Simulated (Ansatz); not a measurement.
**CH3AlBCl2F: molecular dynamics**

The plan is to follow the molecule's vibrations and see whether its bonds hold. The start is relaxed first. Runs: 40 steps of 2 fs at constant energy, with velocities drawn for 700 K. SMILES of the start: [CH3][Al]([Cl])[B](F)Cl.

All numbers below are computed with Ansatz 0.2.0 (RKS PBE/STO-3G).

**1. The starting structure**

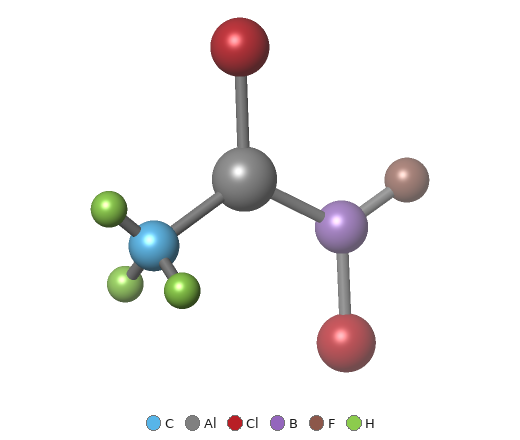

Start, viewed from a free direction; carbon blue, aluminium grey, chlorine red, boron purple, fluorine brown, hydrogen green.

As a file:

```xyz
9

C    -0.4550   -1.0551    1.1599
Al    0.6595   -0.2106   -0.2514
Cl    2.5939   -1.1111   -0.7226
B     0.1078    1.4821   -1.2745
F     0.8778    2.0511   -2.3045
Cl   -1.6048    2.2361   -0.8847
H     0.0252   -1.8964    1.5871
H    -1.4295   -1.2975    0.6860
H    -0.6865   -0.2449    1.9875
```

**2. Relaxing the start**

Contents of input.yaml:

```yaml
crystal:
  periodic: [false, false, false]
  atoms:
    - { symbol: C, position_ang: [-0.455, -1.0551, 1.1599] }
    - { symbol: Al, position_ang: [0.6595, -0.2106, -0.2514] }
    - { symbol: Cl, position_ang: [2.5939, -1.1111, -0.7226] }
    - { symbol: B, position_ang: [0.1078, 1.4821, -1.2745] }
    - { symbol: F, position_ang: [0.8778, 2.0511, -2.3045] }
    - { symbol: Cl, position_ang: [-1.6048, 2.2361, -0.8847] }
    - { symbol: H, position_ang: [0.0252, -1.8964, 1.5871] }
    - { symbol: H, position_ang: [-1.4295, -1.2975, 0.686] }
    - { symbol: H, position_ang: [-0.6865, -0.2449, 1.9875] }
basis:
  gaussian: { orbitals: STO-3G }
hamiltonian:
  xc: pbe
relax:
  f_tol: 0.02
  max_steps: 40
scf:
  lower_state_search: "off"
output:
  orbitals: {}
```

Command:

```bash
$ ansatz run input.yaml --threads 1 --pin off --max-ram 2048MiB --backend cpu --events-out ev --progress --plain --runs-dir out
```

What it wrote, cut to the lines that bear on the results:

```text
Warning: RAYON_NUM_THREADS=1 ignored (pool sized by the plan → 1); use --threads N
[...]
Functional definition: PBE
[...]
598 factors; integrals over basis functions are off by at most 2.9e-5 eV
[...]
mean field -35693.39223528 eV, -1311.7079707963 hartree, gradient 7.8e-6 eV, S^2 0.000000; 0 other end points of the search recorded, 0 dependent functions left out
[...]
reference -35693.39225865 eV, -1311.7079716553 hartree; 35, 35 occupied and 10, 10 virtual orbitals, 598 factors
relax step   1: F+E_penalty+E_count = -35693.39223528 eV  Δ(F+E_penalty+E_count) = +0.000e0 eV  max|allowed force component| = 4.099e0 eV/Å  Δτ_max = 0.0000 Å  (14 SCF iters, accepted)
[...]
relax step   6: F+E_penalty+E_count = -35693.97010983 eV  Δ(F+E_penalty+E_count) = -1.102e-2 eV  max|allowed force component| = 1.022e-1 eV/Å  Δτ_max = 0.0635 Å  (18 SCF iters, accepted)
[...]
relax step   7: F+E_penalty+E_count = -35693.97162928 eV  Δ(F+E_penalty+E_count) = -1.519e-3 eV  max|allowed force component| = 1.371e-2 eV/Å  Δτ_max = 0.0367 Å  (18 SCF iters, accepted)
Total energy: -35693.97165253 eV, -1311.7292639875 hartree
Atom 0 at    -0.425276    -1.017521     1.154457 Å, force    -0.007552    -0.012899     0.006557 eV/Å
Atom 1 at     0.605456    -0.190573    -0.227302 Å, force    -0.012614     0.001460     0.004061 eV/Å
Atom 2 at     2.443683    -1.083852    -0.709355 Å, force     0.013705    -0.005146    -0.006574 eV/Å
Atom 3 at     0.114531     1.480475    -1.310188 Å, force     0.006374     0.007418    -0.012949 eV/Å
Atom 4 at     0.885286     2.118041    -2.168725 Å, force     0.000226    -0.000977     0.007841 eV/Å
Atom 5 at    -1.567654     2.195661    -1.098254 Å, force    -0.001229    -0.001933    -0.001045 eV/Å
Atom 6 at     0.039129    -1.935778     1.549966 Å, force     0.005326     0.008963    -0.008992 eV/Å
Atom 7 at    -1.432275    -1.284248     0.787797 Å, force    -0.001852     0.000082     0.005857 eV/Å
Atom 8 at    -0.574480    -0.328505     2.004404 Å, force    -0.002385     0.003032     0.005241 eV/Å
Dipole moment:    -0.109081     0.107673     0.062757 e Å
Checks for a lower state left out: stability, starts, cluster_reference, orbital_swaps, neighbouring_geometries, increment
```

It took 31 s on 1 thread of Arm Neoverse N1, shared host; peak memory 0.16 GiB.

Step by step:

| step | energy from step 1 (eV) | largest force component (eV/Å) |
| --- | --- | --- |
| 1 | 0.0000 | 4.0993 |
| 2 | -0.4082 | 2.3044 |
| 3 | -0.4868 | 1.0870 |
| 4 | -0.5096 | 1.6901 |
| 5 | -0.5669 | 0.2846 |
| 6 | -0.5779 | 0.1022 |
| 7 | -0.5794 | 0.0137 |

Step 1 is the start.

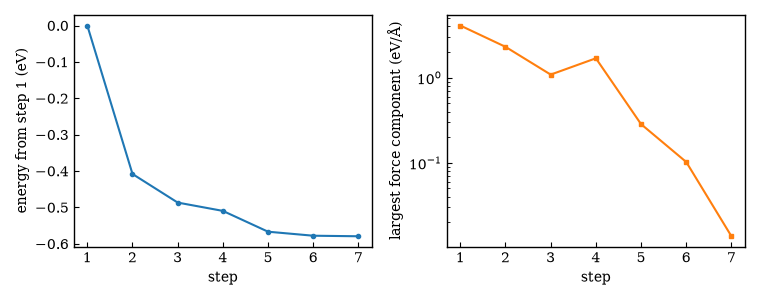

Energy and largest force along the relaxation.

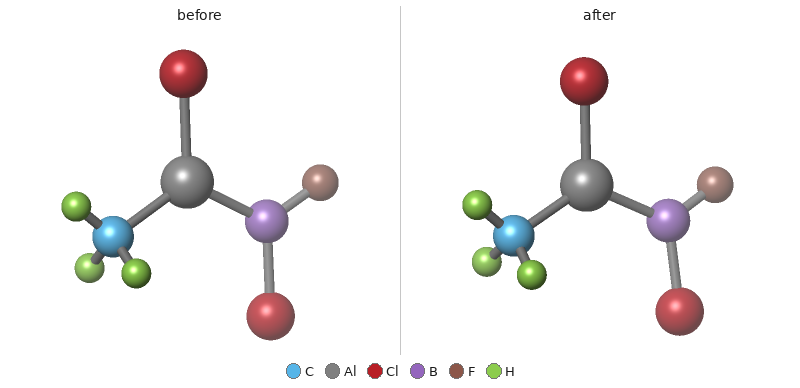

Before and after, at one scale.

After: Bond lengths: C1–Al2 1.912 Å, Al2–Cl3 2.100 Å, Al2–B4 2.051 Å, B4–F5 1.318 Å, B4–Cl6 1.840 Å, C1–H7 1.102 Å, C1–H8 1.104 Å, C1–H9 1.104 Å. Angles: C1–Al2–Cl3 117.0°, C1–Al2–B4 127.2°, Cl3–Al2–B4 115.8°, Al2–C1–H7 113.1°, Al2–C1–H8 110.9°, Al2–C1–H9 111.1°, H7–C1–H8 107.6°, H7–C1–H9 107.5°, H8–C1–H9 106.4°, Al2–B4–F5 126.7°, Al2–B4–Cl6 118.3°, F5–B4–Cl6 114.9°.

**3. Dynamics**

40 steps of 2 fs at constant energy, with velocities drawn for 700 K, from the relaxed start.

Contents of input.yaml:

```yaml
crystal:
  periodic: [false, false, false]
  atoms:
    - { symbol: C, position_ang: [-0.425276, -1.017521, 1.154457] }
    - { symbol: Al, position_ang: [0.605456, -0.190573, -0.227302] }
    - { symbol: Cl, position_ang: [2.443683, -1.083852, -0.709355] }
    - { symbol: B, position_ang: [0.114531, 1.480475, -1.310188] }
    - { symbol: F, position_ang: [0.885286, 2.118041, -2.168725] }
    - { symbol: Cl, position_ang: [-1.567654, 2.195661, -1.098254] }
    - { symbol: H, position_ang: [0.039129, -1.935778, 1.549966] }
    - { symbol: H, position_ang: [-1.432275, -1.284248, 0.787797] }
    - { symbol: H, position_ang: [-0.57448, -0.328505, 2.004404] }
basis:
  gaussian: { orbitals: STO-3G }
hamiltonian:
  xc: pbe
md:
  timestep: 2.0
  n_steps: 40
  ensemble: nve
  temperature: 700.0
  initial_velocities: maxwell_boltzmann
  seed: 411084
scf:
  lower_state_search: "off"
```

Command:

```bash
$ ansatz run input.yaml --threads 1 --pin off --max-ram 2048MiB --backend cpu --events-out ev --progress --plain --runs-dir out
```

What it wrote, cut to the lines that bear on the results:

```text
Warning: RAYON_NUM_THREADS=1 ignored (pool sized by the plan → 1); use --threads N
[...]
[... 1 set-up line as earlier in the session ...]
[...]
597 factors; integrals over basis functions are off by at most 2.6e-5 eV
[...]
mean field -35693.97166104 eV, -1311.7292643002 hartree, gradient 4.8e-6 eV, S^2 0.000000; 0 other end points of the search recorded, 0 dependent functions left out
[...]
reference -35693.97168468 eV, -1311.7292651689 hartree; 35, 35 occupied and 10, 10 virtual orbitals, 597 factors
md step     0: t =     0.00 fs  T =   700.0 K  F+E_penalty+E_count = -35693.97166104 eV  E_kin = 0.633374 eV  conserved = -35693.33828704 eV  (13 SCF iters)
[...]
md step    10: t =    20.00 fs  T =   514.9 K  F+E_penalty+E_count = -35693.78610927 eV  E_kin = 0.465937 eV  conserved = -35693.32017257 eV  (18 SCF iters)
[...]
Atom 0 at    -0.397782    -0.857326     1.097058 Å, force    -1.844452    -1.864400     1.594457 eV/Å
Atom 1 at     0.657234    -0.129388    -0.300796 Å, force    -0.331750    -0.526552     0.560329 eV/Å
Atom 2 at     2.410081    -1.163968    -0.684011 Å, force     0.548486    -0.173238    -0.257844 eV/Å
Atom 3 at     0.141415     1.528258    -1.290164 Å, force    -0.307764     0.111036    -0.214288 eV/Å
Atom 4 at     0.896953     2.207894    -2.112984 Å, force     0.142150     0.537164    -0.363659 eV/Å
Atom 5 at    -1.597388     2.097337    -1.082997 Å, force     0.119058     0.109773    -0.075355 eV/Å
Atom 6 at    -0.036039    -1.922382     1.500396 Å, force    -0.828242     2.513298    -0.914498 eV/Å
Atom 7 at    -1.551406    -0.971918     0.814163 Å, force     2.599312     0.269199     0.579843 eV/Å
Atom 8 at    -0.374498    -0.131274     1.985604 Å, force    -0.096797    -0.976281    -0.908984 eV/Å
Dipole moment:    -0.037756     0.222758    -0.019482 e Å
Checks for a lower state left out: stability, starts, cluster_reference, orbital_swaps, neighbouring_geometries, increment
```

It took 1.9 min on 1 thread of Arm Neoverse N1, shared host; peak memory 0.085 GiB.

**4. What the atoms did**

The trajectory, every 3 steps (energies from step 0):

| time (fs) | T (K) | potential energy change (meV/atom) | total energy change (meV/atom) |
| --- | --- | --- | --- |
| 0.0 | 700 | 0.0 | 0.00 |
| 6.0 | 317 | 41.3 | 2.85 |
| 12.0 | 272 | 51.6 | 8.65 |
| 18.0 | 318 | 47.3 | 8.83 |
| 24.0 | 330 | 42.6 | 5.32 |
| 30.0 | 406 | 32.7 | 3.16 |
| 36.0 | 353 | 42.7 | 7.78 |
| 42.0 | 314 | 48.6 | 9.74 |
| 48.0 | 397 | 33.3 | 2.81 |
| 54.0 | 321 | 40.1 | 1.99 |
| 60.0 | 397 | 36.1 | 5.62 |
| 66.0 | 174 | 66.9 | 14.04 |
| 72.0 | 319 | 44.4 | 6.03 |
| 78.0 | 500 | 18.6 | -1.56 |
| 80.0 | 366 | 41.9 | 8.32 |

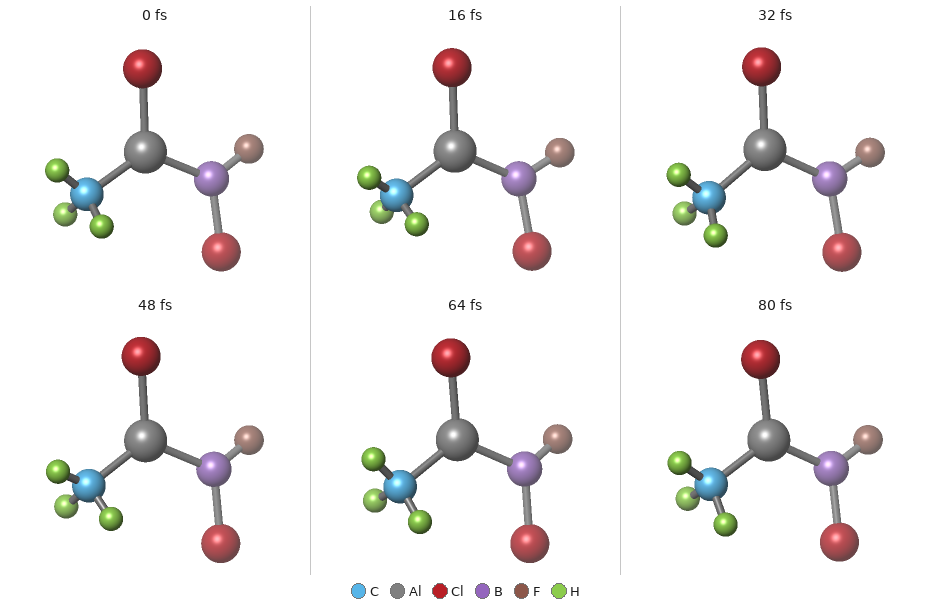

Six frames of the run, seen from a free direction. Sticks join atoms within a bonding distance in each frame.

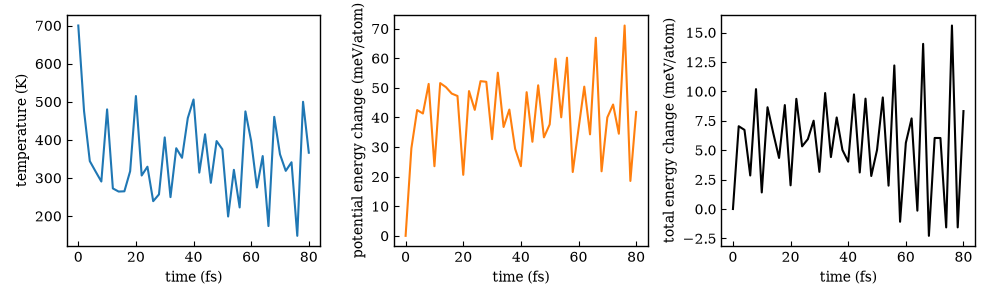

Traces against time; each panel has its own scale.

**5. Frames from the trajectory**

Extended XYZ, with forces in eV/Å:

```xyz
9
time_fs=10.0 T=480 dE=0.2118
C    -0.398   -1.000    1.158   -1.732    0.955    0.432
Al    0.599   -0.213   -0.231    1.313    0.068    0.030
Cl    2.459   -1.103   -0.708   -0.284    0.127   -0.058
B     0.138    1.517   -1.234   -0.120   -0.004   -0.872
F     0.827    2.149   -2.173    0.429   -0.260    0.391
Cl   -1.557    2.192   -1.117   -0.468    0.050    0.384
H    -0.185   -1.957    1.645    0.525   -0.129   -0.147
H    -1.393   -1.111    0.667   -0.017   -0.240    0.325
H    -0.610   -0.239    1.964    0.354   -0.567   -0.486
9
time_fs=20.0 T=515 dE=0.1856
C    -0.461   -0.968    1.163    0.124    1.003   -0.068
Al    0.631   -0.230   -0.233   -0.127    0.805    0.066
Cl    2.469   -1.120   -0.709   -0.006   -0.066   -0.034
B     0.148    1.542   -1.219   -0.387   -0.860   -0.210
F     0.793    2.171   -2.165    1.148    0.231   -0.329
Cl   -1.559    2.189   -1.125   -0.672    0.033    0.539
H    -0.036   -1.911    1.542   -0.300   -0.031    0.220
H    -1.490   -1.123    0.753    0.422   -0.036    0.569
H    -0.494   -0.187    1.992   -0.202   -1.079   -0.754
9
time_fs=30.0 T=406 dE=0.2941
C    -0.494   -0.931    1.137   -0.464   -0.326    2.200
Al    0.660   -0.223   -0.233   -1.100    0.712    0.034
Cl    2.477   -1.139   -0.710    0.023   -0.093    0.058
B     0.132    1.512   -1.241    0.207    0.326   -1.004
F     0.808    2.198   -2.163    0.261   -0.526    0.590
Cl   -1.578    2.187   -1.119   -0.214   -0.198    0.409
H    -0.056   -1.870    1.546    0.014    0.106   -0.151
H    -1.589   -1.196    1.011    1.032    0.539   -0.745
H    -0.519   -0.251    2.068    0.239   -0.541   -1.390
9
time_fs=40.0 T=506 dE=0.2118
C    -0.486   -0.935    1.163    0.077    1.080   -0.581
Al    0.654   -0.193   -0.230   -0.185   -0.137   -0.075
Cl    2.485   -1.159   -0.710   -0.422    0.250    0.124
B     0.120    1.491   -1.328   -0.634   -0.226    0.643
F     0.844    2.207   -2.143    0.546    0.215   -0.454
Cl   -1.602    2.179   -1.103    0.337   -0.305    0.023
H    -0.078   -1.909    1.538   -0.675    0.555   -0.024
H    -1.536   -1.020    0.699    1.365   -0.102    1.131
H    -0.475   -0.138    1.988   -0.409   -1.330   -0.786
9
time_fs=50.0 T=375 dE=0.3390
C    -0.419   -0.900    1.131   -3.056   -0.829    1.946
Al    0.642   -0.166   -0.231    1.114   -0.210   -0.777
Cl    2.482   -1.172   -0.706   -0.760    0.492    0.158
B     0.076    1.470   -1.382    0.758    0.618    0.201
F     0.897    2.216   -2.134   -0.886   -0.655    0.420
Cl   -1.618    2.164   -1.086    0.379   -0.176   -0.266
H    -0.273   -1.945    1.586    0.375    1.364   -0.940
H    -1.480   -0.956    0.662    1.412   -0.008    0.567
H    -0.629   -0.234    2.049    0.664   -0.597   -1.309
9
time_fs=60.0 T=397 dE=0.3250
C    -0.442   -0.875    1.130   -0.300   -1.058    0.365
Al    0.660   -0.147   -0.253   -0.060    0.064   -0.412
Cl    2.460   -1.173   -0.699   -0.275    0.245    0.050
B     0.081    1.484   -1.403    0.179   -0.427    1.103
F     0.916    2.202   -2.113   -0.237    0.391   -0.491
Cl   -1.624    2.144   -1.076    0.442   -0.057   -0.387
H    -0.028   -1.936    1.417   -1.180    2.072   -0.224
H    -1.496   -0.964    0.655    1.482   -0.067    1.135
H    -0.498   -0.187    2.048   -0.052   -1.164   -1.138
9
time_fs=70.0 T=362 dE=0.3601
C    -0.439   -0.855    1.099   -0.518   -1.914    1.881
Al    0.676   -0.130   -0.286   -1.017   -0.461    0.506
Cl    2.430   -1.167   -0.690    0.370   -0.093   -0.112
B     0.109    1.482   -1.346    0.126    0.739   -0.146
F     0.916    2.200   -2.109   -0.507    0.089   -0.058
Cl   -1.618    2.122   -1.076    0.566   -0.126   -0.271
H     0.027   -1.891    1.449   -1.232    2.063   -0.719
H    -1.576   -1.037    0.864    2.277    0.393    0.207
H    -0.420   -0.209    2.053   -0.063   -0.691   -1.289
9
time_fs=80.0 T=366 dE=0.3769
C    -0.398   -0.857    1.097   -1.845   -1.864    1.595
Al    0.657   -0.129   -0.301   -0.332   -0.527    0.560
Cl    2.410   -1.164   -0.684    0.548   -0.173   -0.258
B     0.141    1.528   -1.290   -0.308    0.111   -0.214
F     0.897    2.208   -2.113    0.142    0.537   -0.364
Cl   -1.597    2.097   -1.083    0.119    0.110   -0.075
H    -0.036   -1.922    1.500   -0.828    2.513   -0.914
H    -1.551   -0.972    0.814    2.599    0.269    0.580
H    -0.374   -0.131    1.986   -0.097   -0.976   -0.909
```

**6. Results**

```
                          quantity                          value
           relaxation of the start        6 moves, 0.579 eV lower
                            length               40 steps of 2 fs
  temperature, first and last step                  700 and 366 K
          temperature, second half  mean 343 K, from 148 to 506 K
     potential energy, second half    +41 meV/atom from the start
largest change of the total energy                 15.59 meV/atom
            bonds formed or broken                              0
```

What this shows: The temperature starts at 700 K and averages 343 K in the second half, where it ranges from 148 to 506 K; a mean near half the start is what vibrations about a minimum give, since they share energy equally between motion and strain. The total energy strays from its start by at most 15.59 meV/atom, 44 % of the mean kinetic energy, which is poor: the step of 2 fs is too long for the fastest motion. The bonds all hold. 80 fs on 9 atoms is far too short and small for converged averages. The nuclei move classically, without zero-point motion, which matters most for hydrogen. The basis is very small, so the numbers are rough.
